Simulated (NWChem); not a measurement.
# C4H8O (butyraldehyde) at 5 levels

Wanted: a comparison of 5 runs (CAM-B3LYP/6-31G*, wB97X/6-31G*, B2PLYP/6-31G*, BHLYP/6-31G*, M06-2X/6-31G*) of C4H8O (butyraldehyde). 

The calculation is run with NWChem 7.3.0.

## Step 1: The molecule

C4H8O has 13 atoms, charge 0, and is taken as a singlet. As SMILES, `CCCC=O`. The C3–H11 distance was set to 1.977 Å, away from the relaxed value. At this shape a bond of the SMILES string is far longer than usual.

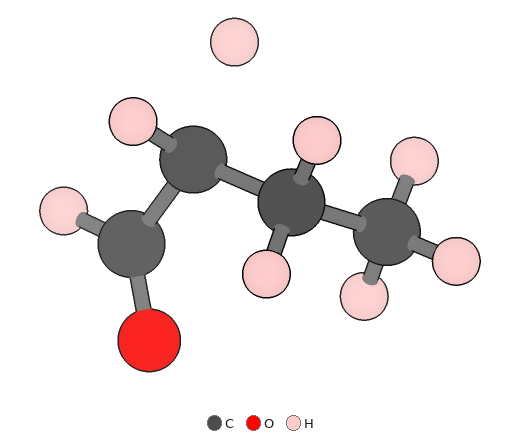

The structure, seen from a chosen angle (carbon dark grey, oxygen red, hydrogen pink).

## Step 2: A single-point energy at CAM-B3LYP/6-31G(d) (spherical functions) (run 1)

c4h8o.nw reads:

```
start c4h8o
title "C4H8O"
memory 2200 mb
geometry units atomic noautosym nocenter noautoz
  C   -1.99751988   2.02652907   1.39250139
  C    0.86768287   2.20775380   1.48453105
  C    2.16082246   0.52722036  -0.44658008
  C    1.94992902   1.40121869  -3.13358165
  O    1.02320733   3.36180955  -3.80065498
  H   -2.86339239   3.23689865   2.82207920
  H   -2.63171197   0.09050465   1.74550223
  H   -2.71826143   2.61253314  -0.44865878
  H    1.53985845   1.69185857   3.37009978
  H    1.44990749   4.16362034   1.15855329
  H    0.87777778  -2.97972015  -0.31085995
  H    4.19662441   0.35412145  -0.07109150
  H    2.77101502   0.08237883  -4.55144317
end
basis spherical bse
  C library 6-31G*
  O library 6-31G*
  H library 6-31G*
end
dft
  xc xcamb88 1.00 lyp 0.81 vwn_5 0.19 hfexch 1.00
  cam 0.33 cam_alpha 0.19 cam_beta 0.46
  grid xfine
  convergence energy 1e-08
  direct
  iterations 100
  mulliken
  print low
end
task dft energy
```

The run is started by

```
$ nwchem c4h8o.nw > c4h8o.out
```

What it wrote:

```text
[...]
 d= 0,ls=0.0,diis     1   -232.0774727632 -4.06D+02  1.72D-02  9.75D-01     7.7
[...]
 d= 0,ls=0.0,diis    11   -232.2032172499 -9.15D-09  1.16D-06  3.64D-09    79.0
         Total DFT energy =     -232.203217249927
      One electron energy =     -657.587694447750
           Coulomb energy =      284.632004796724
    Exchange-Corr. energy =      -33.000621992297
 Nuclear repulsion energy =      173.753094393397
[...]
      Total Density - Mulliken Population Analysis
     ---------------------------------------------
    Atom       Charge   Shell Charges
 -----------   ------   -------------------------------------------------------
    1 C    6     6.44   2.00  0.66  2.14  0.62  1.00  0.04
    2 C    6     6.27   2.00  0.66  2.12  0.57  0.88  0.04
    3 C    6     6.18   2.00  0.68  1.94  0.63  0.90  0.03
    4 C    6     5.79   2.00  0.70  1.96  0.46  0.58  0.09
    5 O    8     8.34   2.00  0.92  2.87  0.92  1.61  0.03
    6 H    1     0.85   0.52  0.33
    7 H    1     0.85   0.52  0.33
    8 H    1     0.83   0.52  0.31
    9 H    1     0.85   0.52  0.33
   10 H    1     0.83   0.52  0.31
[...]
```

Run time: 80 s. Hardware: 1 thread of AMD EPYC 7R13 (Zen 3), shared host; peak memory 0.15 GiB.

## Step 3: A single-point energy at wB97X/6-31G(d) (spherical functions) (run 2)

c4h8o.nw reads:

```
start c4h8o
memory stack 880 mb heap 220 mb global 1100 mb

geometry units angstrom noautosym nocenter noautoz
   C       -1.057042       1.072393       0.736880
   C        0.459158       1.168293       0.785580
   C        1.143458       0.278993      -0.236320
   C        1.031858       0.741493      -1.658220
   O        0.541458       1.778993      -2.011220
   H       -1.515242       1.712893       1.493380
   H       -1.392642       0.047893       0.923680
   H       -1.438442       1.382493      -0.237420
   H        0.814858       0.895293       1.783380
   H        0.767258       2.203293       0.613080
   H        0.464500      -1.576800      -0.164500
   H        2.220758       0.187393      -0.037620
   H        1.466358       0.043593      -2.408520
end

basis spherical bse
   * library 6-31G*
end

dft
   xc wb97x
   mult 1
   grid xfine
   convergence energy 1e-08
   maxiter 100
   mulliken
   print low
end

task dft energy
```

The run is started by

```
$ nwchem c4h8o.nw > c4h8o.out
```

What it wrote:

```text
[...]
 d= 0,ls=0.0,diis     1   -232.1428086905 -4.06D+02  1.46D-02  9.28D-01     9.3
[...]
 d= 0,ls=0.0,diis    12   -232.2648309671 -1.75D-09  9.95D-07  9.13D-10   109.7
         Total DFT energy =     -232.264830967131
      One electron energy =     -657.506470745518
           Coulomb energy =      284.543055953107
    Exchange-Corr. energy =      -33.054523167454
 Nuclear repulsion energy =      173.753106992734
[...]
      Total Density - Mulliken Population Analysis
     ---------------------------------------------
    Atom       Charge   Shell Charges
 -----------   ------   -------------------------------------------------------
    1 C    6     6.48   2.00  0.65  2.12  0.63  1.04  0.03
    2 C    6     6.31   2.00  0.65  2.11  0.59  0.92  0.04
    3 C    6     6.21   2.00  0.67  1.92  0.64  0.94  0.03
    4 C    6     5.79   2.00  0.70  1.94  0.46  0.59  0.09
    5 O    8     8.35   2.00  0.92  2.86  0.92  1.63  0.03
    6 H    1     0.84   0.52  0.32
    7 H    1     0.84   0.52  0.32
    8 H    1     0.82   0.52  0.30
    9 H    1     0.83   0.52  0.31
   10 H    1     0.81   0.52  0.30
[...]
```

Run time: 1.8 min. Hardware: 1 thread of AMD EPYC 7R13 (Zen 3), shared host; peak memory 0.15 GiB.

Runs 3 to 4 aren't shown in full; the table further down has their settings and results.

## Step 4: A single-point energy at M06-2X/6-31G(d) (spherical functions) (run 5)

calc.nw reads:

```
start calc
title "C4H8O"
memory stack 880 mb heap 220 mb global 1100 mb

geometry units atomic noautosym nocenter noautoz
  C   -1.99751988   2.02652907   1.39250139
  C    0.86768287   2.20775380   1.48453105
  C    2.16082246   0.52722036  -0.44658008
  C    1.94992902   1.40121869  -3.13358165
  O    1.02320733   3.36180955  -3.80065498
  H   -2.86339239   3.23689865   2.82207920
  H   -2.63171197   0.09050465   1.74550223
  H   -2.71826143   2.61253314  -0.44865878
  H    1.53985845   1.69185857   3.37009978
  H    1.44990749   4.16362034   1.15855329
  H    0.87777778  -2.97972015  -0.31085995
  H    4.19662441   0.35412145  -0.07109150
  H    2.77101502   0.08237883  -4.55144317
end

basis "ao basis" spherical bse
  * library 6-31G*
end

dft
  xc m06-2x
  grid xfine
  convergence energy 1e-08
  maxiter 100
  mulliken
end

task dft energy
```

The run is started by

```
$ nwchem calc.nw > calc.out
```

What it wrote:

```text
[...]
          Wavefunction type:  closed shell.
          No. of atoms     :    13
          No. of electrons :    40
[...]
          Charge           :     0
          Spin multiplicity:     1
[...]
          AO basis - number of functions:    86
[...]
              XC Information
              --------------
                       M06-2X Method XC Functional
                     Hartree-Fock (Exact) Exchange  0.540
                        M06-2X Exchange Functional  1.000
                      M06-2X Correlation Potential  1.000
[...]
 d= 0,ls=0.0,diis     1   -232.0951980311 -4.06D+02  1.68D-02  8.60D-01     6.7
[...]
 d= 0,ls=0.0,diis    12   -232.2117687386 -2.02D-09  7.48D-07  1.46D-09    67.4
         Total DFT energy =     -232.211768738649
      One electron energy =     -657.439296101006
           Coulomb energy =      284.470010742031
    Exchange-Corr. energy =      -32.995577773072
 Nuclear repulsion energy =      173.753094393397
[...]
      Total Density - Mulliken Population Analysis
     ---------------------------------------------
    Atom       Charge   Shell Charges
 -----------   ------   -------------------------------------------------------
    1 C    6     6.48   2.00  0.66  2.11  0.64  1.04  0.03
    2 C    6     6.32   2.00  0.66  2.10  0.60  0.93  0.04
    3 C    6     6.21   2.00  0.67  1.91  0.65  0.95  0.03
    4 C    6     5.78   2.00  0.70  1.93  0.46  0.60  0.09
    5 O    8     8.37   2.00  0.92  2.84  0.95  1.64  0.03
    6 H    1     0.84   0.52  0.31
    7 H    1     0.84   0.52  0.32
    8 H    1     0.82   0.52  0.30
    9 H    1     0.83   0.52  0.31
   10 H    1     0.81   0.52  0.29
[...]
```

It took 68 s on 1 thread of AMD EPYC 7R13 (Zen 3), shared host; peak memory 0.15 GiB.

## Step 5: Overview of the runs

| run | level | frozen core orbitals | energy (Eh) | wall time |
| --- | --- | --- | --- | --- |
| 1 | CAM-B3LYP/6-31G* (spherical functions) | – | -232.203217 | 80 s |
| 2 | wB97X/6-31G* (spherical functions) | – | -232.264831 | 1.8 min |
| 3 | B2PLYP/6-31G* (spherical functions) | 5 | -232.060917 | 54 s |
| 4 | BHLYP/6-31G* (spherical functions) | – | -232.180577 | 45 s |
| 5 | M06-2X/6-31G* (spherical functions) | – | -232.211769 | 68 s |

## Step 6: Results

```
            quantity          value
 run 5: total energy  -232.21177 Eh
run 5: dipole moment         1.96 D
  run 5: HOMO energy       -8.83 eV
  run 5: LUMO energy       -1.32 eV
run 5: HOMO–LUMO gap        7.51 eV
```

Over runs 3, 4, 5 the dipole moment (its size) runs from 1.96 D (M06-2X/6-31G*) to 2.00 D (BHLYP/6-31G*). Over runs 3, 4, 5 the HOMO–LUMO gap runs from 7.51 eV (M06-2X/6-31G*) to 7.91 eV (B2PLYP/6-31G*). A double hybrid's value is that of its SCF part. Totals of different functionals can't be ranked against each other. In runs 1, 2, 3, 4, 5 a closed-shell determinant meets a far-stretched bond, which it describes badly. All runs together took 6 min, the longest 1.8 min.
